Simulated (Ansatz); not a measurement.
The calculation's input:

```
crystal:
  periodic: [false, false, false]
  atoms:
    - {symbol: Al, position_ang: [-0.440554, 0.157355, -0.823022]}
    - {symbol: S, position_ang: [1.439610, 0.339604, -1.970077]}
    - {symbol: O, position_ang: [-1.388557, -1.246940, -1.036852]}
    - {symbol: O, position_ang: [-1.163709, 1.626566, -0.341607]}
    - {symbol: H, position_ang: [1.562858, 0.510141, 2.143139]}
    - {symbol: As, position_ang: [0.614239, -0.480742, 1.520081]}
    - {symbol: H, position_ang: [1.458705, 1.674392, -1.813661]}
    - {symbol: H, position_ang: [-1.281843, -1.829389, -1.786239]}
    - {symbol: H, position_ang: [-2.111316, 1.705081, -0.245989]}
    - {symbol: H, position_ang: [-0.204814, -0.769573, 2.755522]}
    - {symbol: H, position_ang: [1.515180, -1.686497, 1.598906]}
basis:
  gaussian: {orbitals: def2-TZVPP}
hamiltonian: {xc: pbe0, dispersion: d4}
output: {orbitals: {seedname: orbitals}}
```

Launched as:

```sh
ansatz run in.yaml --threads 8 --pin off --events-out ev --progress --plain --max-ram 19148MiB
```

The reactant side of a reaction path; geometry: PBE0-D4/def2-TZVP; a saddle point, not a minimum.

Computed with RKS PBE0-D4/def2-TZVPP (Ansatz 0.2.0).

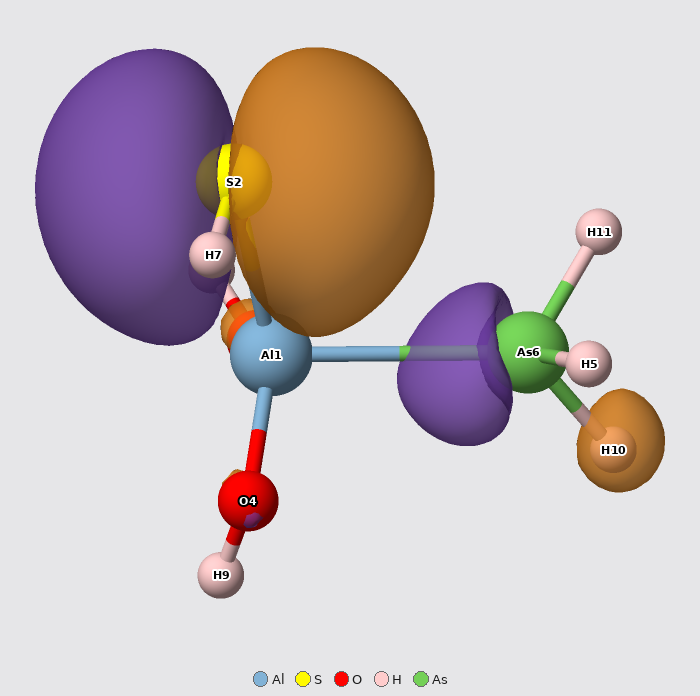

AlAsH$_{6}$O$_{2}$S. The HOMO at ±0.08 Å⁻³ᐟ² (orange and purple are the two phases), seen from one side.

Describe this orbital and give its energy.

Answer. It lies mainly on S2 (about 80 %); largely a lone pair of S2. Its energy is −7.02 eV.
